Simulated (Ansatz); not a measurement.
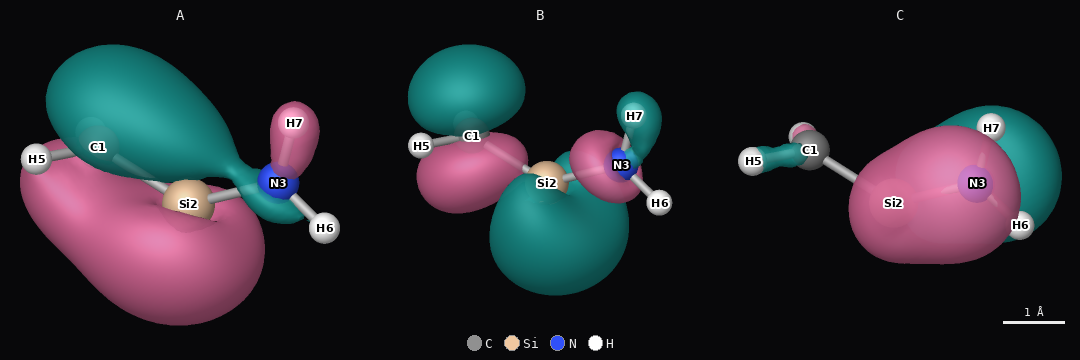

Figure. CH₄NSi (charge +1). Three frontier orbitals at ±0.1 Å⁻³ᐟ² (teal and pink are the two phases), in no order.

Computed with RKS CAM-B3LYP-D4/def2-mTZVP in Ansatz 0.2.0.

```xyz
7

C    -1.1537    0.2823   -0.9972
Si   -0.2927    0.0841    0.4814
N     1.2364   -0.3057    0.9297
H    -1.8886   -0.4702   -1.2748
H    -1.4198    1.2900   -1.3086
H     1.5365   -0.3637    1.8973
H     1.9818   -0.5169    0.2723
```

Question: Order the three orbitals by energy and name them.

Answer: C is the HOMO−1 (−16.54 eV). Its weight (Hirshfeld) is mainly on N3 (about 70 %) and Si2 (about 20 %). A is the HOMO (−14.44 eV). Its weight (Hirshfeld) is mainly on Si2 (about 50 %) and C1 (about 40 %). B is the LUMO (−8.00 eV). It lies mainly on Si2 (about 45 %), C1 (about 35 %) and N3 (about 5 %).

Question: What is the HOMO–LUMO gap?

Answer: 6.44 eV between the orbital energies.
